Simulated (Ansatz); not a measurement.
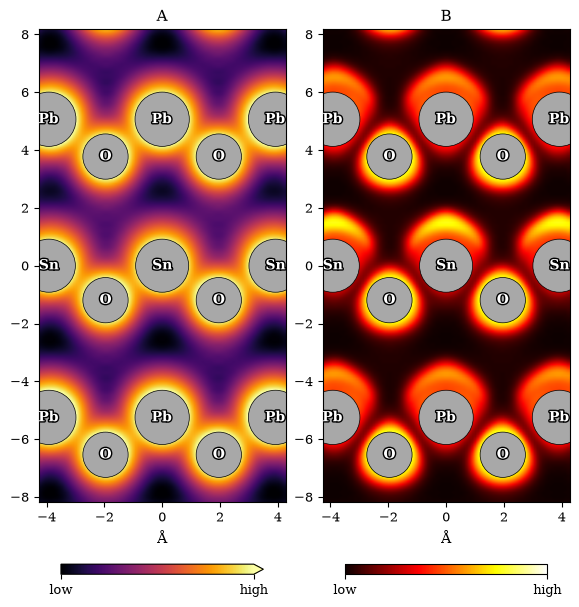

Sn2PbO3: 2 fields on the (100) plane of the conventional cell, with unlabelled colour scales. Grey discs cover the atomic cores.

Space group P4mm; a structure generated by program, which may or may not match a known phase.

Theory: DFT PBE, scalar-relativistic, plane waves, PAW in Ansatz.

**Which field does each panel show? The fields are: electron localisation function and valence pseudo-density.**

Panel A: valence pseudo-density. Panel B: electron localisation function. From the grid: Pb–O (2.35 Å): ρ is about 0.43 e/Å³ halfway; the ELF peaks at about 0.85 in the valence shell of O, 0.6 Å from its nucleus, and drops to about 0.20 between the two atoms. Sn–O (2.29 Å): ρ is about 0.41 e/Å³ halfway; the ELF peaks at about 0.85 in the valence shell of O, 0.6 Å from its nucleus, and is about 0.20 at the midpoint (no shared electron pair shows on this line).
